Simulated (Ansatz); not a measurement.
Input

```
crystal:
  periodic: [false, false, false]
  atoms:
    - {symbol: Si, position_ang: [0.046195, 1.260827, -0.827881]}
    - {symbol: Cl, position_ang: [1.773643, 0.182688, -0.343755]}
    - {symbol: H, position_ang: [-0.852494, 0.354011, -1.565385]}
    - {symbol: H, position_ang: [-0.531197, 1.769229, 0.429658]}
    - {symbol: H, position_ang: [0.525013, 2.365222, -1.688880]}
    - {symbol: H, position_ang: [-0.969271, -1.454427, 1.139544]}
    - {symbol: F, position_ang: [-1.649005, -0.845113, 0.936546]}
    - {symbol: H, position_ang: [1.074867, -1.489880, 0.727817]}
    - {symbol: F, position_ang: [0.582450, -2.142557, 1.192437]}
basis:
  gaussian: {orbitals: def2-TZVPP}
hamiltonian: {xc: pbe0, dispersion: d4}
output: {orbitals: {seedname: orbitals}}
```

Run with:

```sh
ansatz run in.yaml --threads 4 --pin off --events-out ev --progress --plain --max-ram 9574MiB
```

The reactant side of a reaction path; geometry: PBE0-D4/def2-TZVP.

All numbers below come from RKS PBE0-D4/def2-TZVPP in Ansatz 0.2.0.

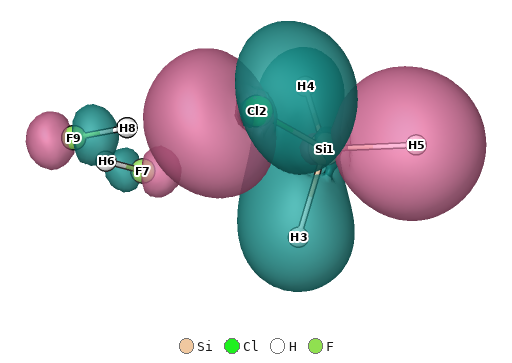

ClH₃Si···HF···HF. The HOMO−1 at ±0.08 Å⁻³ᐟ² (teal and pink are the two phases), seen from one side.

Where does this orbital lie, and at what energy?

Answer. It lies mainly on Cl2 (about 45 %), Si1 (about 20 %), H5 (about 20 %) and H3 (about 10 %). Its energy is −9.70 eV.
